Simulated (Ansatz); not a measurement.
# AlH5S: rotation by 120° about the Al1–S2 bond, part 2 of 2

Wanted: the energy profile along the rotation by 120° about the Al1–S2 bond, from relaxed end points and a band of images. SMILES of the start: [AlH3-][SH2+].

Ansatz 0.2.0; RKS CAM-B3LYP/def2-SVP.

### Step 6. Images and barrier

The 9 inner images lie between the fixed ends 0 and 10. Energy is taken from image 0, and the path length is the program's own coordinate along the band.

| image | path (Å) | energy (eV) | dihedral H5–Al1–S2–H6 (°) | band force (eV/Å) |
| --- | --- | --- | --- | --- |
| 0 | 0.000 | 0.0000 | 48 | - |
| 1 | 0.297 | 0.0021 | 36 | 0.000 |
| 2 | 0.594 | 0.0083 | 24 | 0.001 |
| 3 | 0.891 | 0.0162 | 12 | 0.001 |
| 4 | 1.187 | 0.0225 | 0 | 0.002 |
| 5* | 1.484 | 0.0250 | -13 | 0.006 |
| 6 | 1.776 | 0.0226 | -25 | 0.005 |
| 7 | 2.068 | 0.0164 | -37 | 0.005 |
| 8 | 2.361 | 0.0086 | -48 | 0.008 |
| 9 | 2.653 | 0.0024 | -60 | 0.002 |
| 10 | 2.945 | 0.0000 | -72 | - |

The star marks the climbing image.

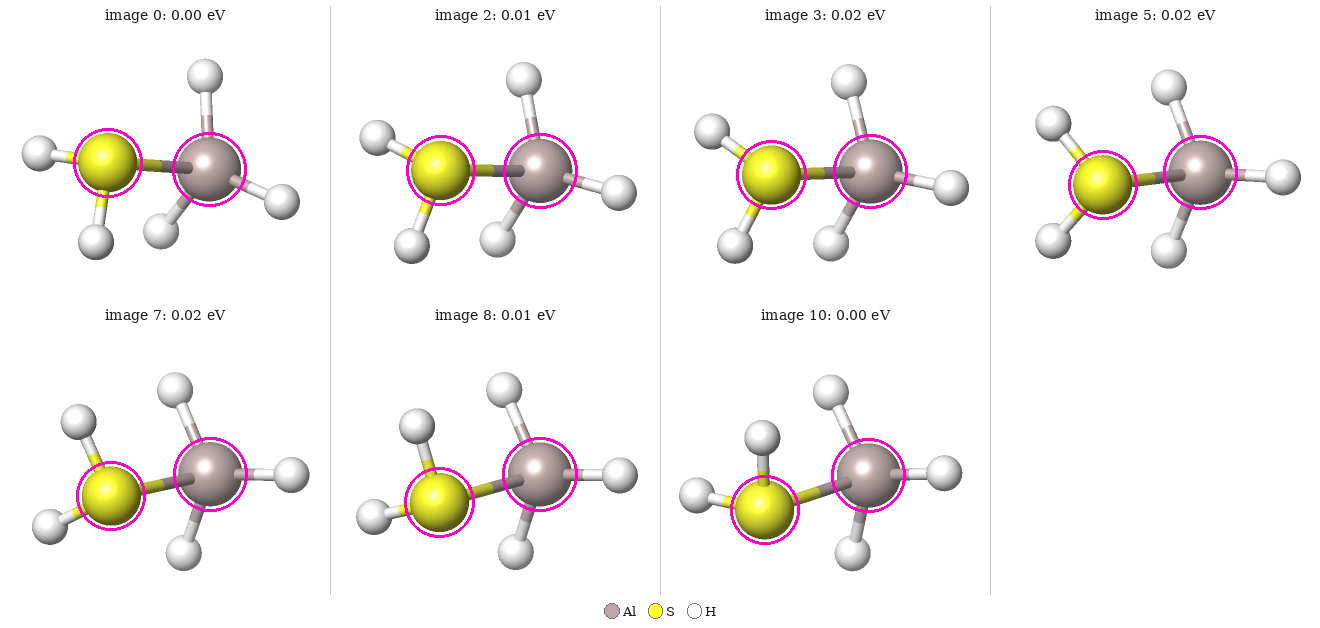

The images of the last band, seen from a chosen angle. Ringed: Al1, S2. Sticks join atoms closer than a bonding distance in each image.

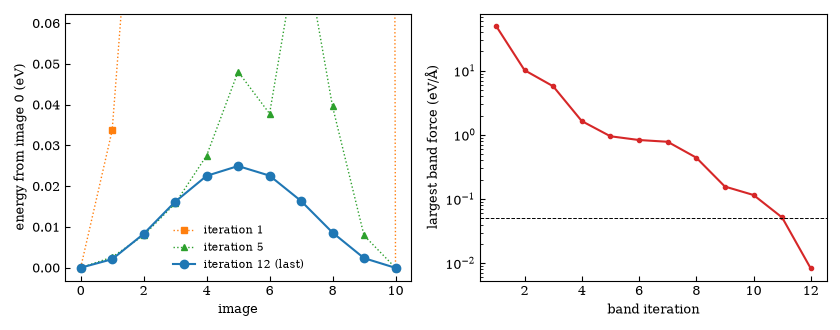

Left: energy of each image for early iterations and the last one (lines only join the points; early values far above the last band run off the scale). Right: the largest band force by iteration, with the threshold dashed.

How the highest energy settled:

```csv
iteration,highest image above image 0 (eV),largest band force (eV/Å)
1,11.5937,50.479
2,1.4287,10.200
3,0.5488,5.728
4,0.1352,1.643
5,0.0834,0.952
6,0.0524,0.832
7,0.0601,0.781
8,0.0276,0.442
9,0.0253,0.157
10,0.0251,0.116
11,0.0250,0.052
12,0.0250,0.008
```

Positions of all images (Å):

```xyz
7
image=0 dE=0.0000
Al   -0.631   -0.774   -0.525
S     0.647    0.717    1.171
H     0.029   -2.146   -0.073
H    -2.083   -0.394    0.001
H    -0.103   -0.082   -1.858
H     0.338    1.923    0.649
H     1.864    0.688    0.588
7
image=1 dE=0.0021
Al   -0.647   -0.762   -0.525
S     0.594    0.769    1.170
H     0.112   -2.091   -0.090
H    -2.114   -0.488    0.018
H    -0.181   -0.028   -1.858
H     0.451    1.951    0.533
H     1.847    0.581    0.706
7
image=2 dE=0.0083
Al   -0.660   -0.754   -0.526
S     0.545    0.831    1.159
H     0.185   -2.039   -0.119
H    -2.131   -0.577    0.046
H    -0.263    0.021   -1.858
H     0.571    1.956    0.413
H     1.813    0.496    0.839
7
image=3 dE=0.0162
Al   -0.669   -0.747   -0.529
S     0.502    0.897    1.141
H     0.252   -1.990   -0.160
H    -2.134   -0.661    0.078
H    -0.346    0.065   -1.859
H     0.696    1.936    0.302
H     1.759    0.433    0.982
7
image=4 dE=0.0225
Al   -0.675   -0.741   -0.535
S     0.462    0.963    1.112
H     0.318   -1.941   -0.209
H    -2.124   -0.741    0.112
H    -0.428    0.104   -1.861
H     0.823    1.894    0.205
H     1.685    0.394    1.131
7
image=5 dE=0.0250
Al   -0.674   -0.735   -0.544
S     0.424    1.025    1.076
H     0.386   -1.890   -0.272
H    -2.099   -0.822    0.151
H    -0.515    0.140   -1.863
H     0.946    1.836    0.131
H     1.592    0.378    1.275
7
image=6 dE=0.0226
Al   -0.680   -0.723   -0.553
S     0.404    1.085    1.017
H     0.415   -1.851   -0.307
H    -2.080   -0.843    0.185
H    -0.577    0.153   -1.877
H     1.103    1.741    0.068
H     1.475    0.370    1.421
7
image=7 dE=0.0164
Al   -0.679   -0.715   -0.560
S     0.390    1.156    0.930
H     0.429   -1.827   -0.294
H    -2.068   -0.827    0.201
H    -0.599    0.125   -1.908
H     1.274    1.613    0.019
H     1.314    0.406    1.567
7
image=8 dE=0.0086
Al   -0.674   -0.712   -0.563
S     0.392    1.224    0.824
H     0.439   -1.812   -0.271
H    -2.050   -0.796    0.225
H    -0.615    0.073   -1.945
H     1.437    1.468    0.005
H     1.133    0.487    1.679
7
image=9 dE=0.0024
Al   -0.668   -0.706   -0.574
S     0.413    1.267    0.728
H     0.453   -1.798   -0.279
H    -2.018   -0.762    0.261
H    -0.650    0.033   -1.981
H     1.576    1.323    0.046
H     0.956    0.575    1.753
7
image=10 dE=0.0000
Al   -0.659   -0.700   -0.590
S     0.444    1.293    0.654
H     0.483   -1.777   -0.329
H    -1.966   -0.749    0.314
H    -0.717    0.013   -2.011
H     1.683    1.198    0.126
H     0.794    0.653    1.791
```

### Step 7. Vibrations at the top

The geometry is the highest inner image of the first converged band.

input.yaml

```yaml
crystal:
  periodic: [false, false, false]
  atoms:
    - { symbol: Al, position_ang: [-0.674345, -0.735298, -0.543991] }
    - { symbol: S, position_ang: [0.42448, 1.024886, 1.075768] }
    - { symbol: H, position_ang: [0.386356, -1.889636, -0.271678] }
    - { symbol: H, position_ang: [-2.098715, -0.822065, 0.150835] }
    - { symbol: H, position_ang: [-0.514551, 0.14028, -1.863174] }
    - { symbol: H, position_ang: [0.945964, 1.835508, 0.131091] }
    - { symbol: H, position_ang: [1.59211, 0.378326, 1.27545] }
basis:
  gaussian: { orbitals: def2-SVP }
hamiltonian:
  xc: cam_b3lyp
phonons: {}
```

Run with:

```console
$ ansatz run input.yaml --threads 1 --pin off --max-ram 2048MiB --backend cpu --events-out ev --progress --plain --runs-dir out
```

What it wrote, shortened:

```text
Warning: RAYON_NUM_THREADS=1 ignored (pool sized by the plan → 1); use --threads N
[...]
Functional definition: CAM-B3LYP
[...]
621 factors; integrals over basis functions are off by at most 3.0e-4 eV
250 factors; integrals over basis functions are off by at most 1.6e-6 eV
[...]
mean field -17508.00072953 eV, -643.4071594611 hartree, gradient 7.9e-6 eV, S^2 0.000000; 0 other end points of the search recorded, 0 dependent functions left out
[...]
reference -17508.00084893 eV, -643.4071638488 hartree; 17, 17 occupied and 44, 44 virtual orbitals, 621 factors
[...]
621 factors; integrals over basis functions are off by at most 3.0e-4 eV
250 factors; integrals over basis functions are off by at most 1.6e-6 eV
[...]
mean field -17508.00065789 eV, -643.4071568283 hartree, gradient 1.1e-6 eV, S^2 0.000000; 0 other end points of the search recorded, 0 dependent functions left out
[...]
reference -17508.00077728 eV, -643.4071612158 hartree; 17, 17 occupied and 44, 44 virtual orbitals, 621 factors
[...]
WARN: phonons: modes at or below zero, which the zero-point energy, F, S and C_V leave out: 1, the lowest at -109.28 cm⁻¹. A minimum has none, and a first-order saddle one
Total energy: -17508.00084893 eV, -643.4071638488 hartree
Atom 0 at    -0.674345    -0.735298    -0.543991 Å, force    -0.003738    -0.000292    -0.006117 eV/Å
Atom 1 at     0.424480     1.024886     1.075768 Å, force     0.004972    -0.000350    -0.003785 eV/Å
Atom 2 at     0.386356    -1.889636    -0.271678 Å, force     0.001706     0.000670     0.002391 eV/Å
Atom 3 at    -2.098715    -0.822065     0.150835 Å, force     0.001875     0.001251     0.001998 eV/Å
Atom 4 at    -0.514551     0.140280    -1.863174 Å, force     0.000610     0.000234     0.001724 eV/Å
Atom 5 at     0.945964     1.835508     0.131091 Å, force    -0.003116    -0.002191     0.002606 eV/Å
Atom 6 at     1.592110     0.378326     1.275450 Å, force    -0.002309     0.000678     0.001183 eV/Å
Dipole moment:     0.554465     0.494536     0.317089 e Å
Vibrations: -109.28 205.20 355.56 357.94 503.15 549.76 748.36 792.32 793.41 1195.99 1910.11 1916.14 1933.16 2720.51 2738.48 cm⁻¹, zero-point energy 1.036514 eV
```

It took 42 s on 1 thread of AMD EPYC 7R43 (Zen 3), shared host; peak memory 0.14 GiB.

Of 15 modes, 1 is imaginary by more than 30 cm⁻¹ (109i cm⁻¹).

### Step 8. Another band, settings changed

crystal.atoms is end A as relaxed above, and neb.final_atoms is end B, turned to lie on A. With 9 inner images the band has 11 in all. The start path is listed, through a guess of the saddle.

input.yaml

```yaml
crystal:
  periodic: [false, false, false]
  atoms:
    - { symbol: Al, position_ang: [-0.63129, -0.773509, -0.524574] }
    - { symbol: S, position_ang: [0.646774, 0.71692, 1.171021] }
    - { symbol: H, position_ang: [0.029254, -2.146318, -0.072694] }
    - { symbol: H, position_ang: [-2.0825, -0.393987, 0.001144] }
    - { symbol: H, position_ang: [-0.10267, -0.082127, -1.857642] }
    - { symbol: H, position_ang: [0.337578, 1.922753, 0.648842] }
    - { symbol: H, position_ang: [1.864153, 0.688269, 0.588203] }
basis:
  gaussian: { orbitals: def2-SVP }
hamiltonian:
  xc: cam_b3lyp
neb:
  order_check: false
  images: 9
  f_tol: 0.05
  max_iterations: 6
  final_atoms:
    - { symbol: Al, position_ang: [-0.65928004, -0.69963447, -0.59037053] }
    - { symbol: S, position_ang: [0.44363449, 1.29325508, 0.65445595] }
    - { symbol: H, position_ang: [0.4833998, -1.77694852, -0.32930702] }
    - { symbol: H, position_ang: [-1.96581176, -0.74854702, 0.31385829] }
    - { symbol: H, position_ang: [-0.71736701, 0.01250211, -2.01056968] }
    - { symbol: H, position_ang: [1.68254514, 1.19831417, 0.12570681] }
    - { symbol: H, position_ang: [0.79417839, 0.65305965, 1.79052619] }
  initial_path:
    images:
      - { positions_ang: [[-0.63129, -0.773509, -0.524574], [0.646774, 0.71692, 1.171021], [0.029254, -2.146318, -0.072694], [-2.0825, -0.393987, 0.001144], [-0.10267, -0.082127, -1.857642], [0.337578, 1.922753, 0.648842], [1.864153, 0.688269, 0.588203]] }
      - { positions_ang: [[-0.5976554, -0.74990185, -0.49496495], [0.64444494, 0.71959839, 1.1293945], [0.00536334, -2.14385632, -0.08788034], [-2.06774997, -0.4066641, -0.01123131], [-0.13311354, -0.10959784, -1.86956099], [0.31810766, 1.94596378, 0.6719736], [1.89190197, 0.67645894, 0.6165695]] }
      - { positions_ang: [[-0.56402081, -0.72629469, -0.4653559], [0.64211588, 0.72227677, 1.08776801], [-0.01852731, -2.14139465, -0.10306668], [-2.05299993, -0.4193412, -0.02360663], [-0.16355709, -0.13706867, -1.88147999], [0.29863732, 1.96917457, 0.6951052], [1.91965095, 0.66464888, 0.64493599]] }
      - { positions_ang: [[-0.53038621, -0.70268754, -0.43574685], [0.63978682, 0.72495516, 1.04614151], [-0.04241797, -2.13893297, -0.11825302], [-2.0382499, -0.43201831, -0.03598194], [-0.19400063, -0.16453951, -1.89339898], [0.27916698, 1.99238535, 0.71823679], [1.94739992, 0.65283882, 0.67330249]] }
      - { positions_ang: [[-0.49675162, -0.67908038, -0.40613779], [0.63745775, 0.72763355, 1.00451502], [-0.06630863, -2.1364713, -0.13343936], [-2.02349986, -0.44469541, -0.04835726], [-0.22444418, -0.19201035, -1.90531798], [0.25969664, 2.01559613, 0.74136839], [1.97514889, 0.64102876, 0.70166898]] }
      - { positions_ang: [[-0.46311702, -0.65547323, -0.37652874], [0.63512869, 0.73031194, 0.96288852], [-0.09019928, -2.13400962, -0.1486257], [-2.00874983, -0.45737251, -0.06073257], [-0.25488772, -0.21948119, -1.91723697], [0.2402263, 2.03880692, 0.76449999], [2.00289787, 0.6292187, 0.73003548]] }
      - { positions_ang: [[-0.50234963, -0.66430548, -0.4192971], [0.59682985, 0.84290056, 0.90120201], [0.02452054, -2.0625974, -0.18476197], [-2.00016222, -0.51560741, 0.0141856], [-0.34738358, -0.17308453, -1.93590351], [0.52869007, 1.87070837, 0.63674135], [1.76115397, 0.63398689, 0.94213362]] }
      - { positions_ang: [[-0.54158223, -0.67313773, -0.46206546], [0.55853101, 0.95548919, 0.83951549], [0.13924035, -1.99118518, -0.22089823], [-1.9915746, -0.57384231, 0.08910377], [-0.43987944, -0.12668787, -1.95457006], [0.81715384, 1.70260982, 0.50898272], [1.51941007, 0.63875508, 1.15423176]] }
      - { positions_ang: [[-0.58081484, -0.68196997, -0.50483382], [0.52023217, 1.06807782, 0.77782898], [0.25396017, -1.91977296, -0.25703449], [-1.98298699, -0.63207722, 0.16402195], [-0.5323753, -0.08029121, -1.9732366], [1.1056176, 1.53451127, 0.38122408], [1.27766618, 0.64352327, 1.36632991]] }
      - { positions_ang: [[-0.62004744, -0.69080222, -0.54760217], [0.48193333, 1.18066645, 0.71614246], [0.36867999, -1.84836074, -0.29317076], [-1.97439937, -0.69031212, 0.23894012], [-0.62487116, -0.03389455, -1.99190314], [1.39408137, 1.36641272, 0.25346544], [1.03592228, 0.64829146, 1.57842805]] }
      - { positions_ang: [[-0.65928004, -0.69963447, -0.59037053], [0.44363449, 1.29325508, 0.65445595], [0.4833998, -1.77694852, -0.32930702], [-1.96581176, -0.74854702, 0.31385829], [-0.71736701, 0.01250211, -2.01056968], [1.68254514, 1.19831417, 0.12570681], [0.79417839, 0.65305965, 1.79052619]] }
```

Run with:

```console
$ ansatz run input.yaml --threads 1 --pin off --max-ram 2048MiB --backend cpu --events-out ev --progress --plain --runs-dir out
```

What it wrote:

```text
Warning: RAYON_NUM_THREADS=1 ignored (pool sized by the plan → 1); use --threads N
Engine: ansatz 0.2.0, x86_64-unknown-linux-gnu
Functional definition: CAM-B3LYP
  parameter alpha = 0.19
  parameter beta = 0.46
  parameter omega = 0.33/bohr
  parameter ac = 0.81
  exchange = (1 - alpha - beta)*b88_x + beta*b88_x_sr(omega) + alpha*exact_x + beta*exact_x_lr(omega)
  correlation = (1 - ac)*vwn5_c + ac*lyp_c
621 factors; integrals over basis functions are off by at most 2.4e-4 eV
250 factors; integrals over basis functions are off by at most 1.4e-6 eV
mean field evaluation 1: about -17507.5267 eV, gradient 1.0e1 eV
mean field evaluation 2: about -17508.0006 eV, gradient 2.7e0 eV
mean field evaluation 4: about -17508.0258 eV, gradient 1.9e-1 eV
mean field evaluation 8: about -17508.0257 eV, gradient 1.0e-3 eV
mean field -17508.02568000 eV, -643.4080763739 hartree, gradient 7.1e-6 eV, S^2 0.000000; 0 other end points of the search recorded, 0 dependent functions left out
[... 5 lines left out ...]
mean field -17508.02571749 eV, -643.4080777517 hartree, gradient 7.2e-6 eV, S^2 0.000000; 0 other end points of the search recorded, 0 dependent functions left out
[... 2 lines left out ...]
NEB end point (image 0): max|allowed force component| = 9.710e-3 eV/Å (the criterion of neb.relax_end_points is 1.000e-2)
NEB end point (image 10): max|allowed force component| = 1.054e-2 eV/Å (the criterion of neb.relax_end_points is 1.000e-2)
[... 3 lines left out ...]
mean field -17507.99199834 eV, -643.4068385959 hartree, gradient 7.4e-6 eV, S^2 0.000000; 0 other end points of the search recorded, 0 dependent functions left out
[... 4 lines left out ...]
mean field -17507.89144214 eV, -643.4031432236 hartree, gradient 9.4e-6 eV, S^2 0.000000; 0 other end points of the search recorded, 0 dependent functions left out
[... 5 lines left out ...]
mean field -17507.71947972 eV, -643.3968237213 hartree, gradient 1.1e-5 eV, S^2 0.000000; 0 other end points of the search recorded, 0 dependent functions left out
[... 4 lines left out ...]
mean field -17507.46684701 eV, -643.3875396403 hartree, gradient 1.2e-5 eV, S^2 0.000000; 0 other end points of the search recorded, 0 dependent functions left out
[... 4 lines left out ...]
mean field -17507.11948611 eV, -643.3747743629 hartree, gradient 1.3e-5 eV, S^2 0.000000; 0 other end points of the search recorded, 0 dependent functions left out
[... 5 lines left out ...]
mean field -17505.05111149 eV, -643.2987629974 hartree, gradient 7.5e-6 eV, S^2 0.000000; 0 other end points of the search recorded, 0 dependent functions left out
[... 3 lines left out ...]
[...]
NEB iter   1: max|band force component| = 5.048e1 eV/Å  barrier→ = 11.5937 eV  barrier← = 11.5937 eV  Δτ_max = 0.2000 Å  (228 SCF iters)
NEB iter   2: max|band force component| = 1.020e1 eV/Å  barrier→ = 1.4287 eV  barrier← = 1.4288 eV  Δτ_max = 0.1994 Å  (224 SCF iters)
[... from here on, the SCF cycles and remarks between the steps are left out, and one step in 2 is shown ...]
NEB iter   4: max|band force component| = 1.643e0 eV/Å  barrier→ = 0.1352 eV  barrier← = 0.1352 eV  Δτ_max = 0.2000 Å  (214 SCF iters)
NEB iter   6: max|band force component| = 8.322e-1 eV/Å  barrier→ = 0.0524 eV  barrier← = 0.0525 eV  Δτ_max = 0.1737 Å  (208 SCF iters)
[...]
this run last wrote the band of iteration 6 to <dir>
Error: NEB band did not converge after 6 iterations: max|band force component| = 8.32e-1 eV/Å (threshold 5.0e-2); raise `neb.max_iterations` in a new run, which can start from the last band evaluated (`neb.initial_path`, with `crystal.atoms` and `neb.final_atoms` set to its first and last images), add images, or start from endpoints closer to local minima. Where this run's directory can be resumed (`checkpoint.write`), a resume goes on for up to `neb.max_iterations` more; to start a new run from the last band, take its images' positions from the `neb_iteration` event of iteration 6 (`data.images[].positions_ang`), in the event stream of the run that computed that iteration (not this run's, if it was resumed behind it). With `checkpoint.write`, `steps/00-neb/state/checkpoint.json` in the run directory holds the last saved band, under `neb.evaluated.images[].positions_ang` (a band under a hybrid functional on support functions is neither saved nor resumed: `neb.initial_path` says where its path is): check the last entry of `neb.iterations` there, which is earlier than 6 if that iteration was not saved or its write failed. If the band's step has no `state` directory and holds `state.next`, a write was cut short, and the file is under `state.next` instead (behind a loss of power it can be under `state.prev`)
this run wrote the band of iteration 6 to <dir> as well, whether or not its events were kept: a new run's `neb.initial_path` can list its `images[].positions_ang`
a run's events are kept only if it was started with --events-out <file>, and are in that file
```

Wall time 77 s (1 thread of AMD EPYC 7R43 (Zen 3), shared host); peak memory 0.14 GiB.

### Step 9. The band, image by image

The run ended unconverged after 6 band iterations. The table shows its last band, which is no minimum-energy path. Images 0 and 10 are the ends. Energies count from image 0; the path length is the program's own measure over all atoms.

| image | path (Å) | energy (eV) | dihedral H5–Al1–S2–H6 (°) | band force (eV/Å) |
| --- | --- | --- | --- | --- |
| 0 | 0.000 | 0.0000 | 48 | - |
| 1 | 0.302 | 0.0026 | 36 | 0.026 |
| 2 | 0.604 | 0.0102 | 24 | 0.078 |
| 3 | 0.906 | 0.0205 | 12 | 0.178 |
| 4 | 1.208 | 0.0346 | 0 | 0.312 |
| 5 | 1.509 | 0.0445 | -11 | 0.409 |
| 6 | 1.833 | 0.0436 | -23 | 0.500 |
| 7 | 2.158 | 0.0524 | -36 | 0.620 |
| 8 | 2.502 | 0.0470 | -43 | 0.832 |
| 9 | 2.875 | 0.0051 | -57 | 0.197 |
| 10 | 3.248 | 0.0000 | -72 | - |

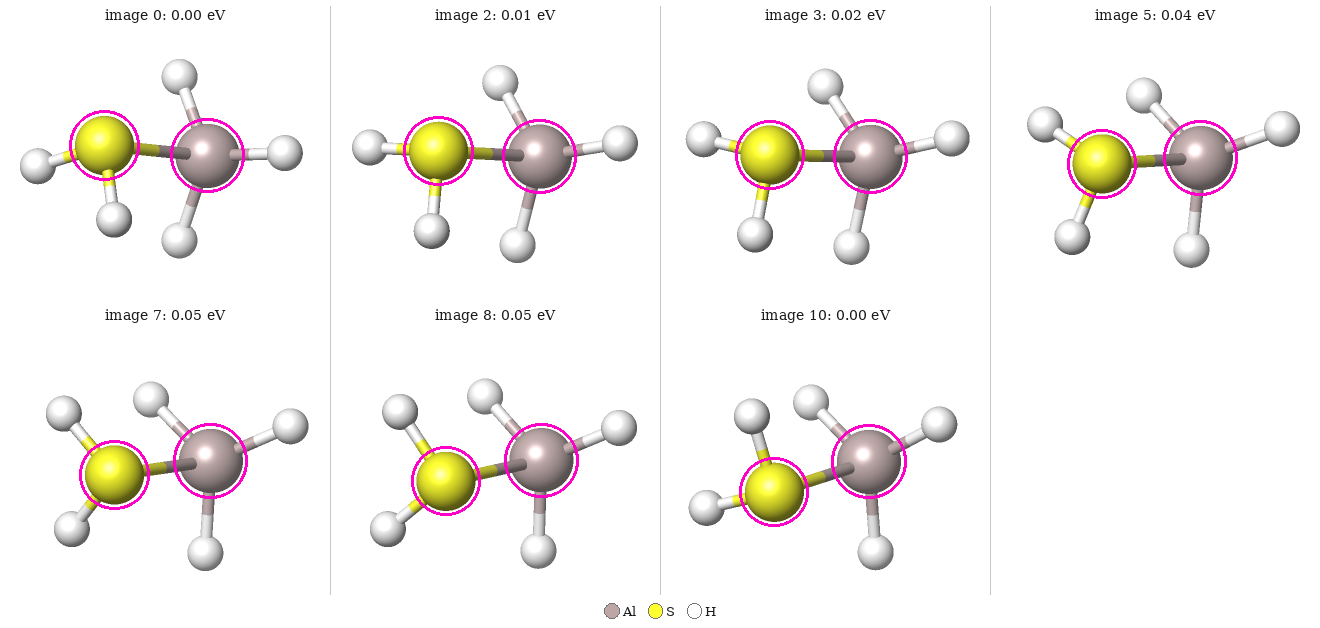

Snapshots along the band, viewed from a chosen angle. Ringed: Al1, S2. Sticks join atoms closer than a bonding distance in each image.

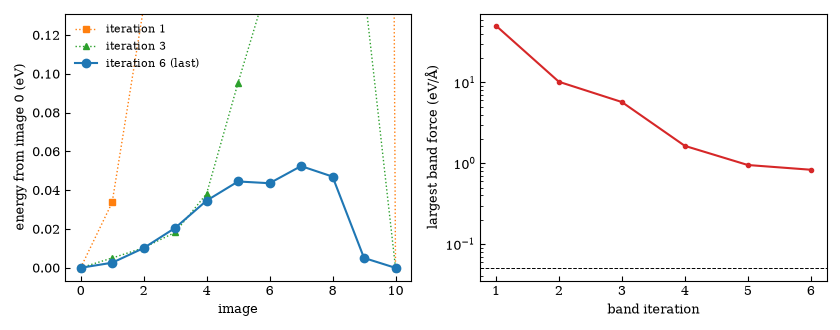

Left: energy of each image for early iterations and the last one (lines only join the points; early values far above the last band run off the scale). Right: the largest band force by iteration, with the threshold dashed.

### Step 10. Results

What follows sums up all 2 parts.

| quantity | value |
| --- | --- |
| end A | 17 moves, 0.956 eV lower |
| end B | 20 moves, 0.954 eV lower |
| first band: barrier forwards | 0.025 eV |
| first band: barrier backwards | 0.025 eV |
| first band: second end relative to first | 0.000 eV |
| first band: highest image | 5 of 0 to 10, climbing |
| first band: band iterations | 12 |
| imaginary modes at the top | 109i cm⁻¹ |
| second band | not converged, 6 iterations, 9 inner images, none climbing |
| time, first and second band | 2.6 min and 77 s |

What this shows: In the first band: along this path the system climbs 0.025 eV from the first end (1.0 kT at 300 K). The two ends lie within 1 meV of each other. The listed dihedral goes from 48° at end A through -13° at the highest image to -72° at end B. One imaginary mode, as a first-order saddle point has. As for the second band: the cap on iterations is too low for the band to settle. Zero-point energy and entropy are left out.
